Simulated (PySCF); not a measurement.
## Electronic structure of FO3W (SMILES [O]=[W-](=[O])(=[O])[F]) (charge −1) in real space

Input

```
{"job": {"kind": "sp", "xc": "PBE0", "basis": "ma-def2-SVP", "d3": "d3bj", "grid": 2}, "charge": -1, "multiplicity": 1}
W      0.016209     0.026943     0.006402
O     -0.034815    -0.063937     1.747576
O      1.676883     0.169407    -0.507578
O     -0.865050     1.437941    -0.517039
F     -0.770443    -1.554396    -0.757739
```

Command:

```sh
OMP_NUM_THREADS=1 python redox_run.py task.json out
```

Geometry: PBE0-D3(BJ)/ma-def2-SVP; core potentials replace the inner electrons of W.

All numbers below come from DFT single point, gas phase, functional PBE0 (PySCF 2.14.0, density-fitted response routines).

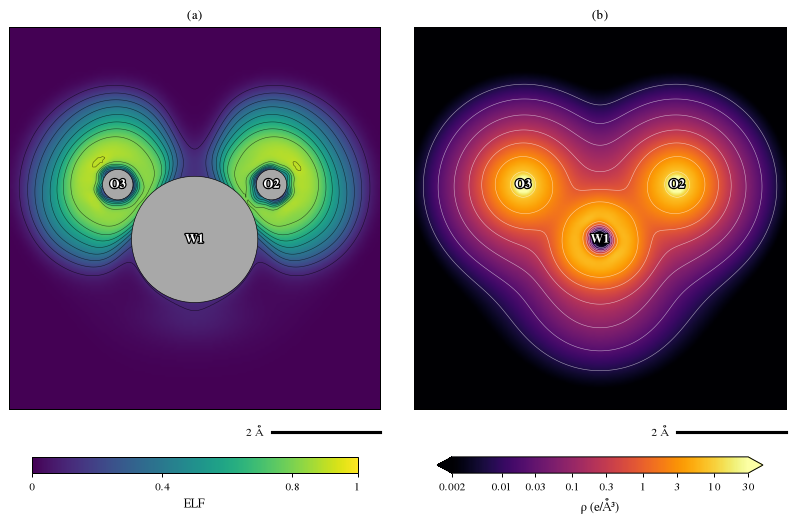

Figure 1. (a) ELF; (b) electron density on the plane of atoms O2, W1 and O3. Grey discs cover the atomic cores in the ELF map.

Q: Read the bonding off the picture.

A:
- The plane passes through W and O nuclei.
- W–O (1.74 Å): the density is about 1.6 e/Å³ at the midpoint; the ELF peaks at about 0.80 in the valence shell of O, 0.5 Å from its nucleus, and drops to about 0.35 between the two atoms.

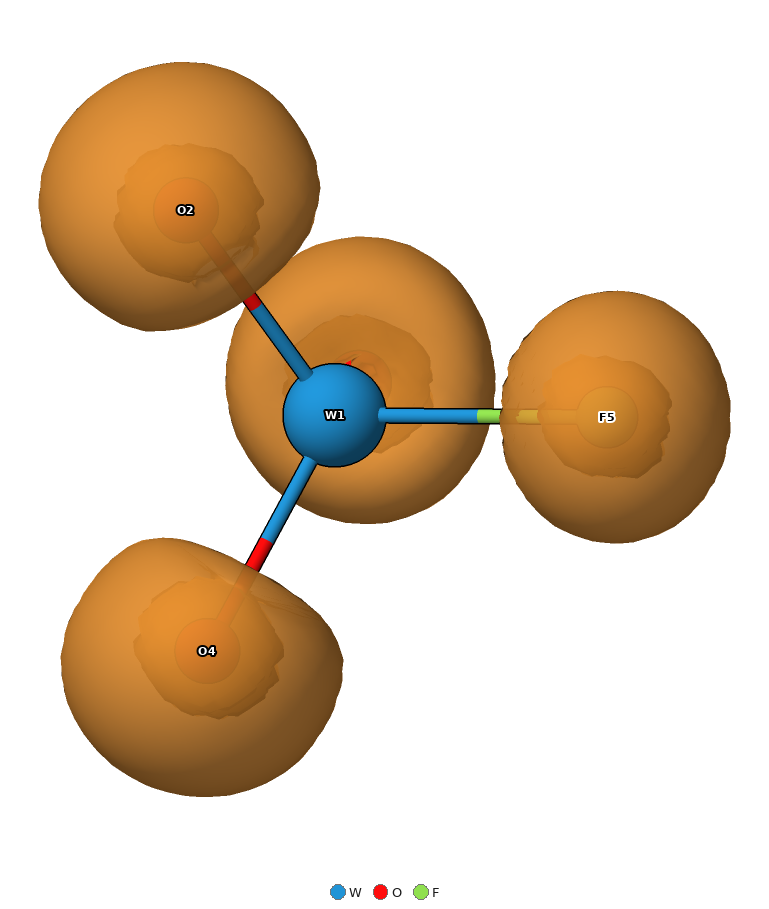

Figure 2. Isosurface of the electron localisation function at 0.75 (orange), seen at a tilt. Core shells and regions of very low density are left out.

Q: Describe the localisation domains.

A: The ELF exceeds this value in one region wrapped around F (its valence shell) and three regions wrapped around O (the valence shell of each). Profiles from the grid: W–F (1.92 Å): the ELF peaks at about 0.85 in the valence shell of F, 0.5 Å from its nucleus, and drops to about 0.20 between the two atoms.
